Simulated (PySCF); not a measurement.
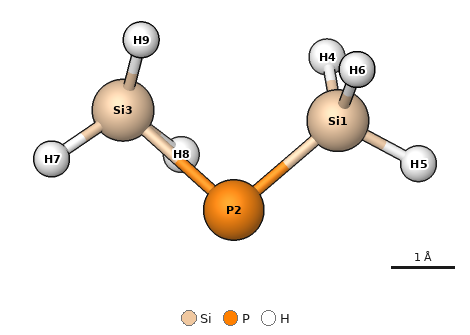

Fig. 1: The structure as given in the input (ball-and-stick view, seen at a tilt; atoms are numbered from 1 in the order of the input). Bond lengths as drawn: H–Si 1.50 to 1.58 Å and P–Si 2.22 to 2.42 Å.

Frequency calculation, with input and output: Si₂PH₆ (charge −1)

The run: frequency calculation of Si₂PH₆, charge −1, SMILES [SiH3][P-][SiH3]. Method and program: HF/ma-def2-SVP, RHF (PySCF 2.14.0).

The geometry was optimised with HF/ma-def2-SVP saddle symmetrised. Figures and captions count atoms from 1; the log counts them from 0 in places.

## The program's output
```
PySCF version 2.14.0

[INPUT] num. atoms = 9
[INPUT] num. electrons = 50
[INPUT] charge = -1
[INPUT] spin (= nelec alpha-beta = 2S) = 0
[INPUT] symmetry False subgroup None
[INPUT] Mole.unit = angstrom
[INPUT] Symbol           X                Y                Z      unit          X                Y                Z       unit  Magmom
[INPUT]  1 Si    -1.189254000000   1.104633000000  -0.642755000000 AA   -2.247364352543   2.087453838157  -1.214630915195 Bohr   0.0
[INPUT]  2 P      0.880139000000   0.338174000000  -0.430756000000 AA    1.663221661549   0.639056242449  -0.814010866513 Bohr   0.0
[INPUT]  3 Si     0.356165000000  -1.476213000000   1.076653000000 AA    0.673054305156  -2.789638271523   2.034579301191 Bohr   0.0
[INPUT]  4 H     -2.237563000000   0.035855000000  -0.788774000000 AA   -4.228381256460   0.067756130196  -1.490566834178 Bohr   0.0
[INPUT]  5 H     -1.335454000000   1.983079000000  -1.851469000000 AA   -2.523642311955   3.747476193376  -3.498769338122 Bohr   0.0
[INPUT]  6 H     -1.702668000000   1.955586000000   0.486687000000 AA   -3.217576201061   3.695521953034   0.919705138386 Bohr   0.0
[INPUT]  7 H      1.718072000000  -1.769864000000   1.619331000000 AA    3.246685542284  -3.344558237727   3.060092095018 Bohr   0.0
[INPUT]  8 H      0.206301000000  -1.349704000000  -0.493683000000 AA    0.389852389224  -2.550570909230  -0.932925662354 Bohr   0.0
[INPUT]  9 H     -0.481725000000  -0.893141000000   2.174650000000 AA   -0.910328317356  -1.687791880620   4.109492916785 Bohr   0.0

nuclear repulsion = 186.633264421542
number of shells = 42
number of NR pGTOs = 144
number of NR cGTOs = 78
basis = ma-def2-svp
ecp = {}

******** <class 'pyscf.scf.hf.RHF'> ********
method = RHF
initial guess = minao
damping factor = 0
level_shift factor = 0
DIIS = <class 'pyscf.scf.diis.CDIIS'>
diis_start_cycle = 1
diis_space = 8
diis_damp = 0
SCF conv_tol = 1e-09
SCF conv_tol_grad = None
SCF max_cycles = 50
direct_scf = True
direct_scf_tol = 1e-13
Set gradient conv threshold to 3.16228e-05
Initial guess from minao.
init E= -921.357366488508
  HOMO = -0.138188275117166  LUMO = 0.0175369686857327  gap/eV = 4.23750
cycle= 1 E= -921.665265483921  delta_E= -0.308  |g|= 0.297  |ddm|= 2.75
  HOMO = -0.0413303012450801  LUMO = 0.168057875581113  gap/eV = 5.69774
cycle= 2 E= -921.702624190106  delta_E= -0.0374  |g|= 0.154  |ddm|= 1.02
  HOMO = -0.0659027577616345  LUMO = 0.170318135580271  gap/eV = 6.42790
cycle= 3 E= -921.712943716479  delta_E= -0.0103  |g|= 0.0426  |ddm|= 0.458
  HOMO = -0.0667902831687521  LUMO = 0.170969589502298  gap/eV = 6.46978
cycle= 4 E= -921.71429271637  delta_E= -0.00135  |g|= 0.00876  |ddm|= 0.145
  HOMO = -0.0660956025090442  LUMO = 0.170301851468149  gap/eV = 6.43270
cycle= 5 E= -921.714384859192  delta_E= -9.21e-05  |g|= 0.00368  |ddm|= 0.0515
  HOMO = -0.0659500559931792  LUMO = 0.170251270184878  gap/eV = 6.42737
cycle= 6 E= -921.714412367444  delta_E= -2.75e-05  |g|= 0.00167  |ddm|= 0.0332
  HOMO = -0.0659894357616329  LUMO = 0.170145731994262  gap/eV = 6.42557
cycle= 7 E= -921.714418612688  delta_E= -6.25e-06  |g|= 0.000574  |ddm|= 0.0192
  HOMO = -0.066012960904013  LUMO = 0.170122649589693  gap/eV = 6.42558
cycle= 8 E= -921.714419349423  delta_E= -7.37e-07  |g|= 0.000181  |ddm|= 0.00682
  HOMO = -0.065972146674256  LUMO = 0.17011633423184  gap/eV = 6.42429
cycle= 9 E= -921.7144194175  delta_E= -6.81e-08  |g|= 6.87e-05  |ddm|= 0.00238
  HOMO = -0.0659798019089357  LUMO = 0.170114656158372  gap/eV = 6.42446
cycle= 10 E= -921.714419426185  delta_E= -8.68e-09  |g|= 2.09e-05  |ddm|= 0.000901
  HOMO = -0.065975082077673  LUMO = 0.170114313758247  gap/eV = 6.42432
cycle= 11 E= -921.714419427113  delta_E= -9.28e-10  |g|= 7.76e-06  |ddm|= 0.000272
  HOMO = -0.0659754024844244  LUMO = 0.170114064606178  gap/eV = 6.42432
```

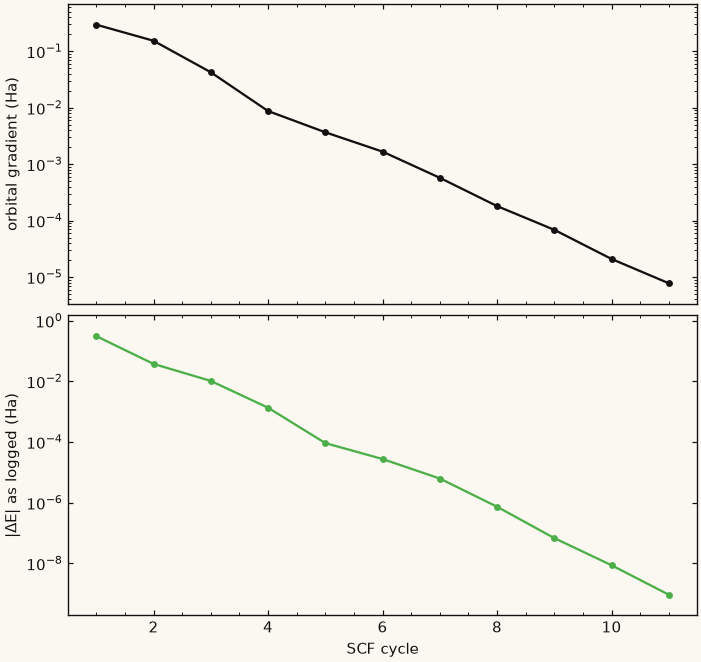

Fig. 2: Convergence of the self-consistent field: orbital gradient and size of the energy change against the SCF cycle. The residual falls at every step.

```
Extra cycle  E= -921.714419427218  delta_E= -1.05e-10  |g|= 4.83e-06  |ddm|= 5.11e-05
converged SCF energy = -921.714419427218
Final energy -921.714419427218
Mode                                 0                   1                   2
Irrep
Freq [cm^-1]                    -1477.3659            100.0541            134.7242
Reduced mass [au]                   1.0505              1.6326              1.2860
Force const [Dyne/A]               -1.3509              0.0096              0.0138
Char temp [K]                       0.0000            143.9556            193.8381
Normal mode                   x     y     z       x     y     z       x     y     z
       0  Si                -0.01  0.00 -0.00   -0.01  0.05 -0.06    0.01 -0.04  0.02
       1   P                -0.00 -0.01 -0.00   -0.04 -0.01  0.05    0.03  0.03  0.02
       2  Si                -0.01 -0.03  0.01    0.04 -0.04  0.01   -0.04  0.02 -0.04
       3   H                 0.03 -0.01 -0.00   -0.05  0.07  0.03    0.03 -0.13  0.54
       4   H                 0.00  0.00  0.00    0.06 -0.07 -0.15   -0.21 -0.43 -0.23
       5   H                 0.04  0.01  0.00   -0.01  0.19 -0.17    0.16  0.32 -0.18
       6   H                 0.07  0.19  0.03    0.15 -0.23 -0.36   -0.05 -0.09 -0.07
       7   H                 0.36  0.79 -0.32   -0.19  0.06  0.04   -0.01  0.05 -0.05
       8   H                 0.13  0.20  0.05    0.39 -0.06  0.29    0.02  0.00  0.02
Mode                                 3                   4                   5
Irrep
Freq [cm^-1]                      185.7127            312.7330            495.8166
Reduced mass [au]                   1.5677              8.0090              8.1099
Force const [Dyne/A]                0.0319              0.4615              1.1746
Char temp [K]                     267.1992            449.9532            713.3697
Normal mode                   x     y     z       x     y     z       x     y     z
       0  Si                 0.01 -0.06  0.02    0.01 -0.00  0.00   -0.12  0.04 -0.01
       1   P                 0.03  0.00  0.00   -0.04 -0.09  0.07    0.11 -0.04  0.01
       2  Si                -0.05  0.07 -0.02    0.03  0.10 -0.07    0.01  0.01 -0.00
       3   H                 0.08 -0.10 -0.19   -0.06  0.07 -0.01   -0.12  0.05 -0.01
       4   H                 0.03  0.13  0.16    0.11 -0.00 -0.01   -0.14  0.05 -0.01
       5   H                -0.10 -0.27  0.13    0.06  0.04 -0.00   -0.07  0.03  0.01
       6   H                 0.00 -0.28 -0.35   -0.01  0.09  0.06   -0.06 -0.17  0.08
       7   H                -0.18  0.11 -0.02    0.13  0.00 -0.16    0.08 -0.03 -0.03
       8   H                 0.33  0.17  0.22   -0.07 -0.09 -0.04    0.00  0.03 -0.02
Mode                                 6                   7                   8
Irrep
Freq [cm^-1]                      618.0613            629.7889            634.9098
Reduced mass [au]                   1.1090              1.1252              1.1065
Force const [Dyne/A]                0.2496              0.2630              0.2628
Char temp [K]                     889.2526            906.1261            913.4939
Normal mode                   x     y     z       x     y     z       x     y     z
       0  Si                -0.01 -0.03  0.04   -0.00 -0.04 -0.03    0.01  0.02  0.02
       1   P                -0.01  0.02 -0.01    0.00  0.03 -0.01   -0.01 -0.01 -0.04
       2  Si                 0.02 -0.00 -0.01   -0.01  0.01  0.02    0.00  0.02  0.02
       3   H                -0.21  0.20 -0.15   -0.38  0.32  0.06    0.26 -0.21 -0.06
       4   H                 0.56 -0.12 -0.10    0.02  0.16  0.11    0.03 -0.08 -0.06
       5   H                -0.11  0.22 -0.20    0.55 -0.01  0.20   -0.29 -0.01 -0.10
       6   H                -0.16 -0.41  0.23   -0.05 -0.19  0.01   -0.13 -0.35  0.16
       7   H                 0.02  0.05 -0.01    0.20  0.02 -0.07    0.16  0.14 -0.10
       8   H                 0.03  0.28 -0.15   -0.03 -0.35  0.20   -0.11 -0.61  0.28
Mode                                 9                  10                  11
Irrep
Freq [cm^-1]                      692.0695            901.1730            987.9784
Reduced mass [au]                   1.1636              1.0431              1.0520
Force const [Dyne/A]                0.3284              0.4991              0.6050
Char temp [K]                     995.7340           1296.5873           1421.4810
Normal mode                   x     y     z       x     y     z       x     y     z
       0  Si                 0.02  0.02 -0.03   -0.00 -0.01 -0.01   -0.01  0.00 -0.00
       1   P                -0.04  0.00  0.02    0.01 -0.01  0.00   -0.01 -0.01 -0.00
       2  Si                 0.03 -0.00 -0.00    0.03  0.01  0.00    0.01  0.01  0.04
       3   H                 0.17 -0.15  0.13   -0.05  0.05 -0.01    0.08 -0.08  0.09
       4   H                -0.38  0.08  0.07   -0.06  0.01  0.02    0.12  0.03  0.00
       5   H                 0.16 -0.17  0.17    0.08 -0.02  0.04    0.03 -0.01  0.02
       6   H                -0.20 -0.53  0.30   -0.03 -0.05  0.07    0.19 -0.28 -0.62
       7   H                 0.06  0.00 -0.03   -0.72  0.50  0.11    0.25  0.04  0.00
       8   H                 0.06  0.33 -0.16   -0.31 -0.16 -0.17   -0.46  0.03 -0.37
Mode                                12                  13                  14
Irrep
Freq [cm^-1]                     1007.9674           1037.8202           1052.5637
Reduced mass [au]                   1.0622              1.0680              1.0356
Force const [Dyne/A]                0.6359              0.6778              0.6760
Char temp [K]                    1450.2406           1493.1922           1514.4048
Normal mode                   x     y     z       x     y     z       x     y     z
       0  Si                -0.03 -0.00 -0.03    0.04 -0.03 -0.01   -0.01 -0.02  0.02
       1   P                 0.00  0.00  0.00   -0.00 -0.00 -0.00   -0.00 -0.00  0.00
       2  Si                -0.00 -0.00 -0.01    0.00  0.00  0.00    0.00  0.00  0.00
       3   H                 0.22 -0.30  0.54   -0.29  0.23  0.32    0.26 -0.21 -0.37
       4   H                 0.54  0.36  0.19   -0.26  0.38  0.30   -0.17  0.31  0.25
       5   H                 0.09 -0.01  0.04   -0.51  0.12 -0.32    0.31  0.59 -0.30
       6   H                -0.03  0.08  0.11   -0.00 -0.05 -0.02   -0.00 -0.00 -0.00
       7   H                -0.09 -0.01  0.02    0.06  0.04 -0.02   -0.01 -0.03  0.00
       8   H                 0.06 -0.01  0.05   -0.03 -0.01 -0.03   -0.01  0.01 -0.01
Mode                                15                  16                  17
Irrep
Freq [cm^-1]                     1759.1239           2211.5538           2229.8045
Reduced mass [au]                   1.0394              1.0479              1.0449
Force const [Dyne/A]                1.8951              3.0198              3.0610
Char temp [K]                    2530.9876           3181.9335           3208.1923
Normal mode                   x     y     z       x     y     z       x     y     z
       0  Si                -0.00  0.00 -0.00    0.00  0.02  0.03   -0.02 -0.02  0.02
       1   P                -0.00 -0.01 -0.00   -0.00  0.00  0.00   -0.00  0.00 -0.00
       2  Si                -0.01  0.00 -0.03    0.00 -0.00 -0.00    0.01 -0.01 -0.01
       3   H                -0.01 -0.01 -0.00   -0.36 -0.37 -0.04    0.48  0.50  0.08
       4   H                -0.01  0.00  0.00   -0.02  0.13 -0.15   -0.05  0.27 -0.38
       5   H                 0.02  0.00  0.01    0.27 -0.45 -0.61    0.08 -0.19 -0.22
       6   H                -0.07  0.01  0.01    0.01 -0.00  0.00    0.01 -0.01 -0.00
       7   H                 0.29  0.25  0.89   -0.00  0.00  0.00    0.01 -0.02  0.06
       8   H                 0.10 -0.06 -0.03   -0.04  0.03  0.05   -0.23  0.15  0.28
Mode                                18                  19                  20
Irrep
Freq [cm^-1]                     2239.6826           2263.8957           2271.9847
Reduced mass [au]                   1.0433              1.0245              1.0455
Force const [Dyne/A]                3.0833              3.0938              3.1798
Char temp [K]                    3222.4046           3257.2418           3268.8802
Normal mode                   x     y     z       x     y     z       x     y     z
       0  Si                 0.01  0.01 -0.01    0.02 -0.01  0.01    0.00 -0.00  0.00
       1   P                -0.00  0.00 -0.00    0.00 -0.00  0.00    0.00  0.00 -0.00
       2  Si                 0.01 -0.01 -0.03    0.01 -0.00 -0.00   -0.03  0.01 -0.01
       3   H                -0.14 -0.14 -0.02   -0.27 -0.30 -0.04   -0.00 -0.01 -0.00
       4   H                 0.03 -0.20  0.29   -0.05  0.43 -0.61   -0.01  0.07 -0.09
       5   H                -0.04  0.08  0.09   -0.14  0.25  0.36   -0.01  0.02  0.03
       6   H                 0.14 -0.04  0.04   -0.08  0.01 -0.03    0.88 -0.19  0.34
       7   H                 0.01 -0.01  0.09    0.01  0.01 -0.00   -0.01 -0.00  0.05
       8   H                -0.50  0.34  0.62   -0.09  0.07  0.12    0.06 -0.06 -0.10
temperature 298.1500 [K]
pressure 101325.00 [Pa]
Rotational constants [GHz] 8.51350 2.51476 2.02721
Symmetry number 1
Zero-point energy (ZPE) 0.04959 [Eh]   130198.074 [J/mol]
                           tot       elec      trans        rot        vib
Entropy [J/mol/K]       328.662      0.000    165.301    110.487     52.874
Cv [J/mol/K]             85.080      0.000     12.472     12.472     60.137
Cp [J/mol/K]             93.395      0.000     20.786     12.472     60.137
Internal energy [J/mol]                      3718.434   3718.434 139032.195
Internal energy [Eh]   -921.65863  -921.71442
Enthalpy [J/mol]                             6197.391   3718.434 139032.195
Enthalpy [Eh]          -921.65769
Gibbs free energy [J/mol]                  -43087.009 -29223.377 123267.947
Gibbs free energy [Eh] -921.69501
```

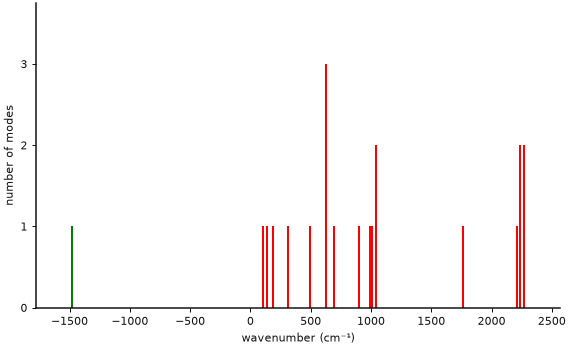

Fig. 3: Harmonic vibrational wavenumbers from the force constants; neighbouring modes closer than 17 cm⁻¹ are counted in one stick, and imaginary ones are drawn at negative wavenumbers. 21 modes from 1477i to 2272 cm⁻¹, 1 imaginary beyond 8i (1477i cm⁻¹): a first-order saddle point, if the geometry is stationary.

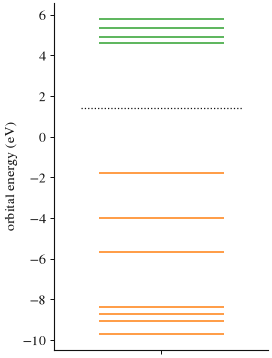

Fig. 4: Orbital energies near the frontier; the dotted line parts filled from empty levels, and levels within 0.02 eV of each other stand side by side. Highest filled −1.80 eV, lowest empty 4.63 eV, 6.43 eV apart.

The run was set up as follows.

## The input (calc.py)
```python
# [SiH3][P-][SiH3]
from pyscf import gto, scf, symm
from pyscf.hessian import thermo

molecule = gto.M(
    atom='mol.xyz',
    verbose=4,
    basis='ma-def2-svp',
    max_memory=1860,
    charge=-1,
)

mf = scf.RHF(molecule)
mf.kernel()

e_final = mf.e_tot
print('Final energy', e_final)
hess = mf.Hessian().kernel()
modes = thermo.harmonic_analysis(molecule, hess)
thermo.dump_normal_mode(molecule, modes)
symm.geom.TOLERANCE = 1e-3  # for the symmetry number
th = thermo.thermo(mf, modes['freq_au'], 298.15, 101325)
thermo.dump_thermo(molecule, th)
```

## File mol.xyz
```
9
H6PSi2
Si    -1.189254     1.104633    -0.642755
P      0.880139     0.338174    -0.430756
Si     0.356165    -1.476213     1.076653
H     -2.237563     0.035855    -0.788774
H     -1.335454     1.983079    -1.851469
H     -1.702668     1.955586     0.486687
H      1.718072    -1.769864     1.619331
H      0.206301    -1.349704    -0.493683
H     -0.481725    -0.893141     2.174650
```

Launched with:
```bash
OMP_NUM_THREADS=1 python calc.py
```

## Summary

- outcome: converged
- total energy: −921.714419 hartree
- basis functions: 78
- HOMO: −1.80 eV
- LUMO: 4.63 eV
- zero-point energy: 0.049590 hartree
- wavenumbers, lowest and highest: 1477i and 2272 cm⁻¹
- hardware: 1 thread of Intel Xeon @ 2.50GHz (Skylake/Cascade Lake), 189 GiB of memory available, shared host
- wall time: 96 s
- peak memory: 0.17 GiB

The record of the run, not the program, notes: dipole of an ion depends on the origin.
